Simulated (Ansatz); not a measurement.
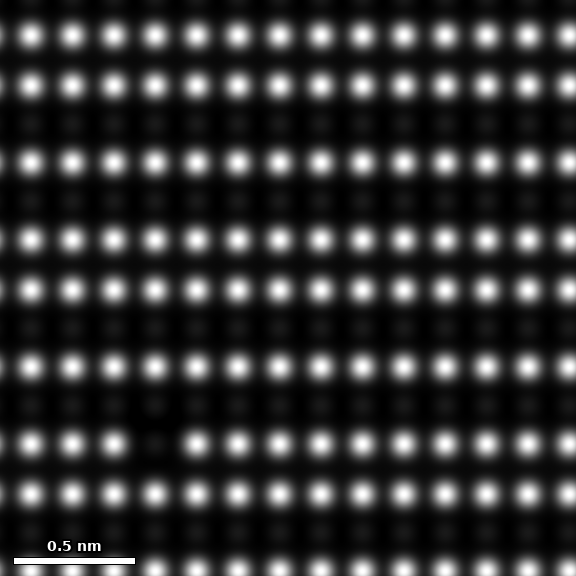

HAADF-like image of Ta$_{3}$Si$_{2}$ (R-3m, No. 166) along [210]. The image is simulated as a sum over atoms of Z^1.7, blurred by a 0.79 Å probe (no channelling). The probe carries 15 % of its weight in a tail 2.5 times as wide. The display is stretched by a gamma of 0.8; percentages refer to the linear signal.

The sample is 1 repeat (6.0 Å) thick. One point defect was put into the perfect crystal, without relaxing the atoms around it. Brightness is counted from the darkest point of the image. Host structure: the geometry relaxed with DFT PBE, scalar-relativistic, plane waves, PAW (Ansatz); the starting structure was generated, so it need not be a known form of this composition.

Question: Where is the defect (in Å from the left and the top edge), and what does its contrast suggest?

Answer: At about 6 Å from the left and 18 Å from the top. The column has all but vanished there, which points to a vacancy or a much lighter atom. The column holds 1 atom (Ta) through the sample, and one Ta site holds Si (an antisite), so its peak vanishes.
